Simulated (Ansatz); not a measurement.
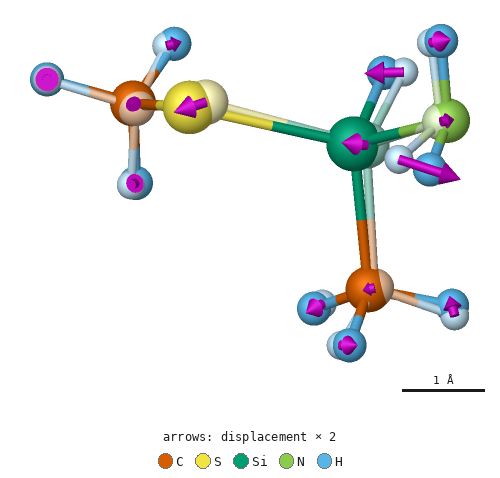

A relaxation of C2H9NSSi. The starting structure is drawn faded, the final one solid; purple arrows show the displacements, 2 times their true length. The two geometries are superimposed by the best rigid fit.

A ball-and-stick model, seen at a tilt.

The run prepares the start of a later molecular dynamics calculation, from a guessed geometry.

Computed with RKS PBE0-D4/STO-3G (Ansatz 0.2.0).

The input:
```yaml
crystal:
  periodic: [false, false, false]
  atoms:
    - { symbol: C, position_ang: [-1.5937, 1.6511, 0.0507] }
    - { symbol: S, position_ang: [0.1522, 1.5745, 0.1459] }
    - { symbol: Si, position_ang: [0.5331, -0.413, -0.5069] }
    - { symbol: C, position_ang: [0.0392, -1.6126, 0.7449] }
    - { symbol: "N", position_ang: [2.2569, -0.4302, -0.6606] }
    - { symbol: H, position_ang: [-2.1203, 0.9902, 0.7061] }
    - { symbol: H, position_ang: [-1.9553, 1.5237, -0.9819] }
    - { symbol: H, position_ang: [-1.9154, 2.7175, 0.3317] }
    - { symbol: H, position_ang: [-0.0082, -0.6078, -1.7924] }
    - { symbol: H, position_ang: [0.2223, -2.6473, 0.4852] }
    - { symbol: H, position_ang: [0.3916, -1.4423, 1.7572] }
    - { symbol: H, position_ang: [-1.1039, -1.5706, 0.8751] }
    - { symbol: H, position_ang: [2.6037, -0.0367, 0.2065] }
    - { symbol: H, position_ang: [2.485, 0.2744, -1.3328] }
basis:
  gaussian: { orbitals: STO-3G }
hamiltonian:
  xc: pbe0
  dispersion: d4
relax:
  f_tol: 0.02
  max_steps: 40
output:
  orbitals: {}
```

Run as
```bash
ansatz run input.yaml --threads 1 --pin off --max-ram 2048MiB --backend cpu --events-out ev --progress --plain --runs-dir out
```

Question: What did the optimiser do to the structure, and how much energy did it gain?

Answer: Over 9 accepted moves (10 points after the start) the energy falls by 0.601 eV. Largest force component: 3.8 eV/Å at the start, 0.017 eV/Å at the end. The line search rejected the trial step at point 6 of the run. The largest move after the best rigid fit is that of H13, 0.40 Å. By element the largest moves are H 0.40 Å, S 0.22 Å, Si 0.18 Å, C 0.10 Å, N 0.09 Å. Near-neighbour distances that change, for instance: Si3–C4 1.803 → 1.870 Å, C1–S2 1.750 → 1.813 Å, C4–H12 1.151 → 1.094 Å, C1–H8 1.149 → 1.097 Å. Bond angles that change, for instance: S2–Si3–N5 102.4° → 112.6°, C4–Si3–H9 115.9° → 109.6°, Si3–N5–H13 105.1° → 111.0°. The run took 27 s on 1 thread of Intel(R) Xeon(R) Platinum 8488C (Sapphire Rapids) (shared host), peak memory 0.17 GiB.

Limits of the set-up: STO-3G is a minimal basis, so the numbers are rough.
